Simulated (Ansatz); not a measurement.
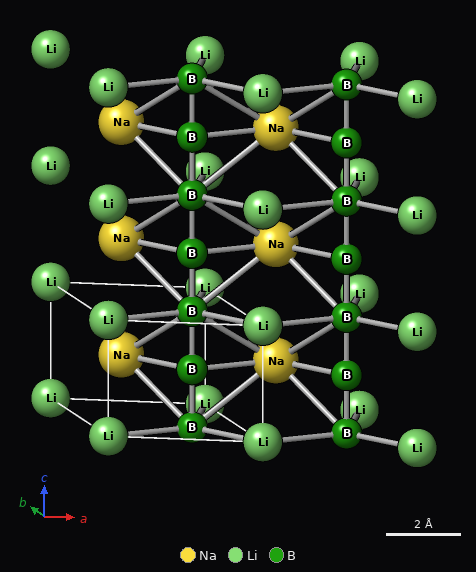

Crystalline NaLiB$_{2}$ (a generated structure, set up in P-6m2), before the relaxation. A ball-and-stick model of the cell of the calculation, repeated 2 × 1 × 3 with one cell outlined, seen slightly off an axis.

Computed with Ansatz 0.2.0, DFT PBE, scalar-relativistic, plane waves, PAW.

Input
```yaml
crystal:
  lattice:
    - [4.2735458093, 0.0, 0.0]
    - [-2.1367729047, 3.7009992351, 0.0]
    - [0.0, 0.0, 3.2990589185]
  atoms:
    - { symbol: Na, position: [0.3333333333, 0.6666666667, 0.5] }
    - { symbol: Li, position: [0.0, 0.0, 0.0] }
    - { symbol: B, position: [0.6666666667, 0.3333333333, 0.0] }
    - { symbol: B, position: [0.6666666667, 0.3333333333, 0.5] }
basis:
  ecutwfc: 420
kpoints:
  mp_grid: { grid: [12, 12, 12] }
hamiltonian:
  xc: pbe
scf:
  occupations: { method: gaussian, width: 0.1 }
output:
  forces: true
  stress: true
  eigenvalues: true
relax:
  adjacent_minimum: "off"
  f_tol: 0.005
  max_steps: 80
  cell: { stress_tol: 0.05 }
```

Run as
```bash
ansatz run input.yaml --threads 1 --pin off --max-ram 3072MiB --backend cpu --events-out ev --progress --plain --runs-dir out
```

Question: What does the optimiser find from here?

Answer: Over 4 accepted moves (6 points after the start) the energy falls by 0.194 eV per cell of the calculation. All forces vanish by symmetry, so only the cell relaxes. Pressure: −3.21 GPa at the start and 0.00 GPa at the end. The SCF was repeated twice at an unchanged geometry on a basis and grid sized afresh for the cell, which shifted the energy by 1.0 meV per cell of the calculation at most. The atoms keep their places relative to the cell (all moves are under 0.005 Å). Cell: a = b 4.274 → 4.411 Å (+3.2 %), c 3.299 → 3.155 Å (−4.4 %). Volume +1.9 %. Some distances before and after: Na1–Na1 3.299 → 3.155 Å, Li2–B3 2.467 → 2.547 Å, Na1–B4 2.467 → 2.547 Å, B3–B4 1.650 → 1.577 Å. The space group stays P-6m2 (No. 187). The run took 40 s on 1 thread of Intel(R) Xeon(R) 6975P-C (Granite Rapids), on a shared host, peak memory 0.47 GiB.

History of the run:

```csv
step,"E − E(0), meV/atom","pressure, GPa","volume, Å³/atom",note
0,0.00,-3.21,13.045,
1,-47.25,-1.00,13.383,
2,-48.27,0.06,13.293,
3,-48.30,-0.02,13.288,
4,-48.56,0.00,13.288,"same geometry, new basis"
5,-48.56,0.00,13.291,
6,-48.56,0.00,13.291,"same geometry, new basis"
```

The structure at the end:

```
CELL_PARAMETERS angstrom
4.41141 0.00000 0.00000
-2.20571 3.82039 0.00000
0.00000 0.00000 3.15456
ATOMIC_POSITIONS crystal
Na 0.33333 0.66667 0.50000
Li 0.00000 0.00000 0.00000
B 0.66667 0.33333 0.00000
B 0.66667 0.33333 0.50000
```

The end point in the same view:

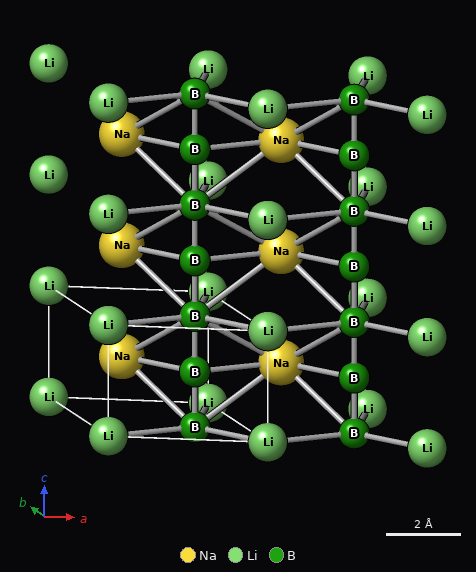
